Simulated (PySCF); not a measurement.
Scan of H₃Al, singlet: map of symmetric stretch and umbrella angle. Scanned: Al-H bond length and angle between the Al-H bonds and the threefold axis (90 = planar).

Computed with PBE/cc-pVDZ (PySCF 2.14.0).

Energy in kJ/mol above the lowest grid point; x is the Al-H bond length (Å), y the angle between the Al-H bonds and the threefold axis (90 = planar) (°).

```
y \ x   1.39   1.46   1.54   1.61   1.68   1.76   1.83   1.90   1.98
-----  -----  -----  -----  -----  -----  -----  -----  -----  -----
130    450.0  374.4  324.4  304.9  302.2  314.6  335.3  362.4  398.7
126    382.2  308.2  260.2  242.5  241.9  256.7  279.6  309.1  348.2
122    322.9  250.5  204.4  188.6  189.8  207.0  232.1  263.7  305.3
118    271.8  200.8  156.6  142.4  145.4  164.7  191.7  225.3  269.2
114    228.3  158.7  116.1  103.4  108.0  129.1  157.7  193.0  238.9
110    192.2  123.7   82.5   71.1   77.0   99.7  129.7  166.5  213.9
106    163.2   95.7   55.6   45.2   52.2   76.1  107.3  145.2  194.0
102    140.9   74.1   34.9   25.3   33.1   58.0   90.1  128.8  178.7
98     125.2   58.9   20.2   11.2   19.6   45.2   77.9  117.3  167.9
94     115.8   49.8   11.5    2.8   11.6   37.6   70.6  110.4  161.5
90     112.7   46.8    8.6    0.0    8.9   35.1   68.2  108.1  159.3
```

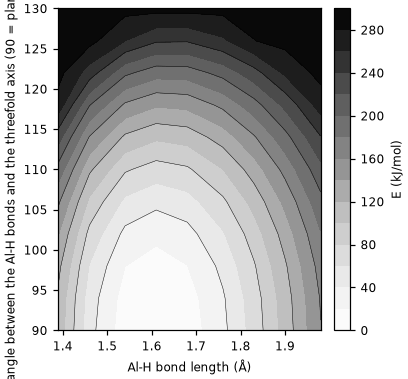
Figure: Energy surface, cut off at 286 kJ/mol.

Points that lie below all their neighbours on the grid: x = 1.61, y = 90 on the edge of the grid (0.0 kJ/mol).
